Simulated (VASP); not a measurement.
Here is the system:

```
CELL_PARAMETERS angstrom
      0.00187     6.45124     6.44701
      6.45124     0.00187     6.44701
      3.22656     3.22656     0.00000
ATOMIC_POSITIONS crystal
  Mg 0.00047 0.00047 0.99906
  Mg 0.00098 0.49903 0.99999
  Mg 0.49903 0.00098 0.99999
  Te 0.12494 0.12494 0.25012
  Te 0.12170 0.62611 0.25220
  Te 0.62611 0.12170 0.25220
  Te 0.62710 0.62710 0.24580
  Cd 0.49967 0.49967 0.00066
```

Computed with PBEsol GGA, VASP's PBE PAW potentials (set 64) (plane waves; VASP). Run with 400 eV cut-off, 4×4×7 Γ-centred mesh, tetrahedra with Blöchl corrections, potentials Mg Te Cd.

Unless said otherwise, spin-orbit coupling is left out, though it shifts the bands of the heavy elements here.

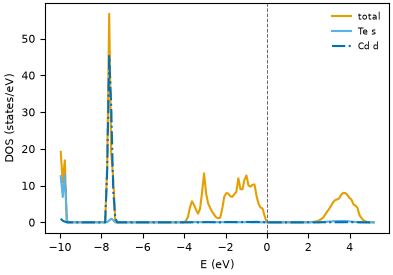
Fig. 1. Total and projected density of states, zero at the valence-band maximum

Within 2 eV below the valence-band maximum the largest weight inside VASP's projection spheres is Te p.

The gap is direct, 1.70 eV, from the valence maximum at Γ to the conduction minimum at Γ.

The structure was generated: CdMg3Te4 was put into an ordered model structure (Amm2), which need not be its known phase. It was relaxed first.
